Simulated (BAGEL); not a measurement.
**CH5FOSn (SMILES FC[O][SnH3]): a chain of runs**

Wanted: the energy (HF/x2c-SVPall), then a single-point energy (NEVPT2(2,2)/x2c-SVPall) of CH5FOSn. 

The calculation is run with BAGEL 1.2.2.

1 further run of the same task is left out (set aside as unsound or not needed).

## 1. The molecule

CH5FOSn: 9 atoms, total charge 0, spin state singlet. As SMILES, `FC[O][SnH3]`. One bond was lengthened or shortened from a relaxed shape.

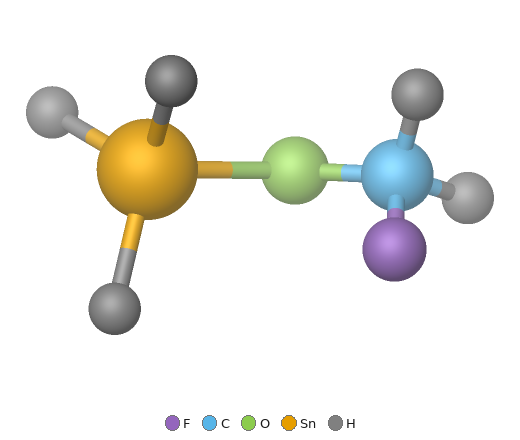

The structure, seen from a chosen angle (fluorine purple, carbon blue, oxygen green, tin amber, hydrogen grey).

## 2. The energy at HF/x2c-SVPall (DKH2, density fitting with AutoAux) (run 1)

hf.json

```json
{ "bagel" : [

{
  "title" : "molecule",
  "basis" : "x2c-svpall.json",
  "df_basis" : "x2c-svpall-autoaux.json",
  "angstrom" : true,
  "dkh" : true,
  "geometry" : [
    { "atom" : "F", "xyz" : [   -0.701023,    1.575954,    0.068451 ] },
    { "atom" : "C", "xyz" : [   -1.291500,    0.566100,    0.277800 ] },
    { "atom" : "O", "xyz" : [   -0.736000,   -0.463400,   -0.405000 ] },
    { "atom" : "Sn", "xyz" : [    1.239300,   -0.701500,   -0.319700 ] },
    { "atom" : "H", "xyz" : [   -1.258800,    0.434000,    1.369300 ] },
    { "atom" : "H", "xyz" : [   -2.319100,    0.724600,   -0.066100 ] },
    { "atom" : "H", "xyz" : [    1.690100,   -0.390300,    1.294800 ] },
    { "atom" : "H", "xyz" : [    1.407800,   -2.333100,   -0.765300 ] },
    { "atom" : "H", "xyz" : [    1.953500,    0.363100,   -1.434400 ] }
  ]
},
{ "title" : "hf" },
{ "title" : "print", "file" : "orbitals.molden", "orbitals" : true }

]}
```

The basis set x2c-SVPall is read from a file made from the Basis Set Exchange's data (not shown).

Run with:

```bash
$ BAGEL_NUM_THREADS=1 BAGEL hf.json > hf.out
```

Log:

```text
* using 1 threads per process

  ===============================================================
  ===============================================================

  *** Geometry ***

  { "atom" : "F", "xyz" : [     -1.324741,      2.978121,      0.129354 ] },
  { "atom" : "C", "xyz" : [     -2.440581,      1.069774,      0.524966 ] },
  { "atom" : "O", "xyz" : [     -1.390838,     -0.875699,     -0.765339 ] },
  { "atom" : "Sn", "xyz" : [      2.341938,     -1.325643,     -0.604145 ] },
  { "atom" : "H", "xyz" : [     -2.378787,      0.820141,      2.587602 ] },
  { "atom" : "H", "xyz" : [     -4.382464,      1.369296,     -0.124911 ] },
  { "atom" : "H", "xyz" : [      3.193826,     -0.737560,      2.446817 ] },
  { "atom" : "H", "xyz" : [      2.660356,     -4.408920,     -1.446207 ] },
  { "atom" : "H", "xyz" : [      3.691580,      0.686160,     -2.710623 ] },

  Number of auxiliary basis functions:      803

  Since a DF basis is specified, we compute 2- and 3-index integrals:
    o Being stored without compression. Storage requirement is 0.068 GB

  Number of basis functions:      103
  Number of electrons      :       78

    * METHOD: MOLECULE                             0.72

  *** RHF ***

  === Nuclear Repulsion ===
   390.4930957383

      * DIIS with orbital gradients will be used.

  === RHF iteration (x2c-svpall.json) ===
      0      -6386.31487542          0.01357278           0.29
      1      -6386.43218248          0.00945220           0.28
      2      -6386.49612906          0.00107517           0.28
      3      -6386.49722308          0.00048287           0.28
      4      -6386.49741801          0.00006039           0.28
      5      -6386.49742398          0.00001565           0.29
      6      -6386.49742451          0.00000505           0.29
      7      -6386.49742456          0.00000163           0.29
      8      -6386.49742457          0.00000056           0.29
      9      -6386.49742457          0.00000030           0.28
     10      -6386.49742457          0.00000009           0.28
     11      -6386.49742457          0.00000004           0.28
     12      -6386.49742457          0.00000001           0.28
     13      -6386.49742457          0.00000000           0.28
    * SCF iteration converged.

    * Permanent dipole moment:
           (   -0.598679,     0.061546,    -0.294039) a.u.

    * METHOD: HF                                   4.65

    * METHOD: PRINT                                0.03

  ===============================================================
```

Run time: 5.7 s. Hardware: 1 thread of Arm Neoverse V1, shared host; peak memory 0.26 GiB.

## 3. The energy at NEVPT2(2,2)/x2c-SVPall (DKH2, density fitting with AutoAux) (run 2)

input.json

```json
{ "bagel" : [

{
  "title" : "molecule",
  "basis" : "x2c-svpall.json",
  "df_basis" : "x2c-svpall-autoaux.json",
  "angstrom" : "true",
  "dkh" : "true",
  "geometry" : [
    { "atom" : "F", "xyz" : [   -0.701023,    1.575954,    0.068451 ] },
    { "atom" : "C", "xyz" : [   -1.291500,    0.566100,    0.277800 ] },
    { "atom" : "O", "xyz" : [   -0.736000,   -0.463400,   -0.405000 ] },
    { "atom" : "Sn", "xyz" : [    1.239300,   -0.701500,   -0.319700 ] },
    { "atom" : "H", "xyz" : [   -1.258800,    0.434000,    1.369300 ] },
    { "atom" : "H", "xyz" : [   -2.319100,    0.724600,   -0.066100 ] },
    { "atom" : "H", "xyz" : [    1.690100,   -0.390300,    1.294800 ] },
    { "atom" : "H", "xyz" : [    1.407800,   -2.333100,   -0.765300 ] },
    { "atom" : "H", "xyz" : [    1.953500,    0.363100,   -1.434400 ] }
  ]
},
{
  "title" : "hf"
},
{
  "title" : "casscf",
  "nstate" : 1,
  "nact" : 2,
  "nclosed" : 38,
  "nspin" : 0,
  "active" : [29, 47],
  "maxiter" : 200,
  "natocc" : "true"
},
{
  "title" : "nevpt2",
  "nstate" : 1,
  "nact" : 2,
  "nclosed" : 38,
  "nspin" : 0,
  "active" : [29, 47],
  "maxiter" : 200,
  "natocc" : "true",
  "ncore" : 21
},
{
  "title" : "print",
  "file" : "orbitals.molden",
  "orbitals" : "true"
}

]}
```

The basis set x2c-SVPall is read from a file made from the Basis Set Exchange's data (not shown).

Run with:

```bash
$ BAGEL_NUM_THREADS=1 BAGEL input.json > input.out
```

Log:

```text
* using 1 threads per process

  ===============================================================
  ===============================================================

  *** Geometry ***

  { "atom" : "F", "xyz" : [     -1.324741,      2.978121,      0.129354 ] },
  { "atom" : "C", "xyz" : [     -2.440581,      1.069774,      0.524966 ] },
  { "atom" : "O", "xyz" : [     -1.390838,     -0.875699,     -0.765339 ] },
  { "atom" : "Sn", "xyz" : [      2.341938,     -1.325643,     -0.604145 ] },
  { "atom" : "H", "xyz" : [     -2.378787,      0.820141,      2.587602 ] },
  { "atom" : "H", "xyz" : [     -4.382464,      1.369296,     -0.124911 ] },
  { "atom" : "H", "xyz" : [      3.193826,     -0.737560,      2.446817 ] },
  { "atom" : "H", "xyz" : [      2.660356,     -4.408920,     -1.446207 ] },
  { "atom" : "H", "xyz" : [      3.691580,      0.686160,     -2.710623 ] },

  Number of auxiliary basis functions:      803

  Since a DF basis is specified, we compute 2- and 3-index integrals:
    o Being stored without compression. Storage requirement is 0.068 GB

  Number of basis functions:      103
  Number of electrons      :       78

    * METHOD: MOLECULE                             0.72

  *** RHF ***

  === Nuclear Repulsion ===
   390.4930957383

      * DIIS with orbital gradients will be used.

  === RHF iteration (x2c-svpall.json) ===
      0      -6386.31487542          0.01357278           0.29
      1      -6386.43218248          0.00945220           0.28
      2      -6386.49612906          0.00107517           0.28
      3      -6386.49722308          0.00048287           0.28
      4      -6386.49741801          0.00006039           0.28
      5      -6386.49742398          0.00001565           0.28
      6      -6386.49742451          0.00000505           0.28
      7      -6386.49742456          0.00000163           0.28
      8      -6386.49742457          0.00000056           0.27
      9      -6386.49742457          0.00000030           0.27
     10      -6386.49742457          0.00000009           0.27
     11      -6386.49742457          0.00000004           0.28
     12      -6386.49742457          0.00000001           0.28
     13      -6386.49742457          0.00000000           0.28
    * SCF iteration converged.

    * Permanent dipole moment:
           (   -0.598679,     0.061546,    -0.294039) a.u.

    * METHOD: HF                                   4.61

  ---------------------------
      CASSCF calculation
  ---------------------------

    ==== Active orbitals : =====
         Orbital 29
         Orbital 47
    ============================

    * nstate   :      1
    * nclosed  :     38
    * nact     :      2
    * nvirt    :     63
  === CASSCF iteration (x2c-svpall.json) ===

    * Using the second-order algorithm

      0  0     -6386.49750821     1.57e-05      0.07

      1  0     -6386.49809922     8.27e-05      0.97

      2  0     -6386.50165052     3.25e-04      1.13

      3  0     -6386.51188953     7.35e-04      1.29

      4  0     -6386.51366263     2.20e-04      1.54

      5  0     -6386.51408402     3.12e-05      1.50

      6  0     -6386.51409549     1.22e-05      1.49

      7  0     -6386.51409566     4.33e-06      1.58

      8  0     -6386.51409567     1.35e-06      1.52

      9  0     -6386.51409567     4.02e-07      1.64

     10  0     -6386.51409567     1.17e-07      1.46

     11  0     -6386.51409567     3.39e-08      1.43

     12  0     -6386.51409567     9.76e-09      1.21

    * Second-order optimization converged. *

     guess   0:   closed 1.                   open ..

  === FCI iteration ===

      0  0     -6386.49730867     1.17e-01      0.00
      1  0     -6386.51407875     2.78e-03      0.00
      2  0 *   -6386.51409567     3.40e-16      0.00

     * ci vector, state   0, <S^2> = 0.0000
       2.     0.9974262139
       .2    -0.0717004035

    * METHOD: CASSCF                              17.68

    * freezing 21 orbitals

  === DF-NEVPT2 calculation ===

    * 3-index integral transformation done
    * assembly done

      NEVPT2 correlation energy:   -0.6328939812      0.34

          (+0)     -0.4912317191
          (+0)'    -0.0854272194
          (+1)     -0.0098897204
          (+1)'    -0.0000100942
          (+2)     -0.0006211445
          (-1)     -0.0400882996
          (-1)'    -0.0000050851
          (-2)     -0.0056206988

      NEVPT2 total energy:       -6387.1469896508

    * METHOD: NEVPT2                               0.77

    * METHOD: PRINT                                0.03

  ===============================================================
```

Run time: 24 s. Hardware: 1 thread of Arm Neoverse V1, shared host; peak memory 0.28 GiB.

## 4. Outcome

| quantity | value |
| --- | --- |
| run 1, HF/x2c-SVPall: total energy | -6386.49742 Eh |
| run 1, HF/x2c-SVPall: dipole moment | 1.70 D |
| run 1, HF/x2c-SVPall: HOMO energy | -11.43 eV |
| run 1, HF/x2c-SVPall: LUMO energy | 3.01 eV |
| run 1, HF/x2c-SVPall: HOMO–LUMO gap | 14.44 eV |
| run 2, NEVPT2(2,2)/x2c-SVPall: total energy | -6387.14699 Eh |
